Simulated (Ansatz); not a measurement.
**NaNbSe$_{3}$: density, localisation and related maps**

```xyz
20
Lattice="6.7147 0.0000 0.0000 0.0000 6.7147 0.0000 0.0000 0.0000 10.3602" Properties=species:S:1:pos:R:3 pbc="T T T"
Na    0.0000    3.3574    2.5901
Na    3.3574    0.0000    7.7702
Na    3.3574    0.0000    2.5901
Na    0.0000    3.3574    7.7702
Nb    0.0000    0.0000    0.0000
Nb    3.3574    3.3574    5.1801
Nb    0.0000    0.0000    5.1801
Nb    3.3574    3.3574    0.0000
Se    2.3262    5.6835    0.0000
Se    5.6835    2.3262    5.1801
Se    1.0312    2.3262    0.0000
Se    4.3885    5.6835    5.1801
Se    2.3262    1.0312    5.1801
Se    5.6835    4.3885    0.0000
Se    4.3885    1.0312    0.0000
Se    1.0312    4.3885    5.1801
Se    0.0000    0.0000    7.7702
Se    3.3574    3.3574    2.5901
Se    0.0000    0.0000    2.5901
Se    3.3574    3.3574    7.7702
```

Space group I4/mcm; a structure from a database of computed crystals, not necessarily the ambient phase; started from the SrTiO3-140 prototype, which need not be the ambient phase.

Method: DFT, r2SCAN+rVV10, plane waves, PAW in Ansatz 0.2.0.

Core electrons are frozen (PAW), and the valence fields are smoothed inside the atomic spheres.

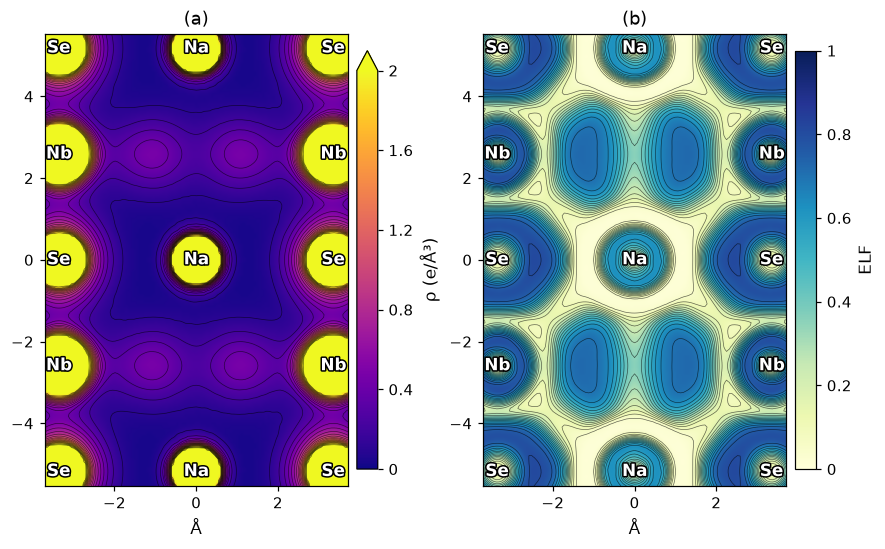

Figure 1. (a) valence charge density (pseudo); (b) electron localisation function on the (010) plane of the conventional cell.

> What does the map show?

- The section cuts through Na, Nb and Se sites.
- Nb–Se (2.59 Å): the density is about 0.44 e/Å³ at the midpoint; the ELF is about 0.40 at the midpoint.
- Na–Se (3.36 Å): ρ at the midpoint is about 0.07 e/Å³, with its minimum of 0.04 e/Å³ about 1.3 Å from Na; the ELF is about 0.40 at the midpoint (a closed-shell, largely ionic contact).
- Between the atoms the lowest density in this plane is 0.03 e/Å³.
- The features right at Na and Nb lie inside the PAW spheres, where the map follows smoothed inner orbitals and isn't to be read closely.

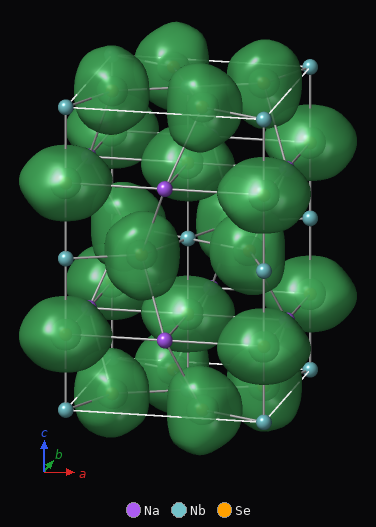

Figure 2. Isosurface of the electron localisation function at 0.6 (green), seen slightly off an axis. Only the valence region is drawn (cores and ρ < 0.01 e/Å³ removed). Sticks mark near contacts.

> Where are the electrons localised?

At this value the surface marks out twelve regions wrapped around Se (the valence shell of each), counted in one cell of 20 atoms. Regions shared between cells count once.


Nb–Se (2.54 Å): the ELF is about 0.40 at the midpoint. Na–Se (2.97 Å): the ELF is about 0.55 at the midpoint: an ionic contact with no shared pair.
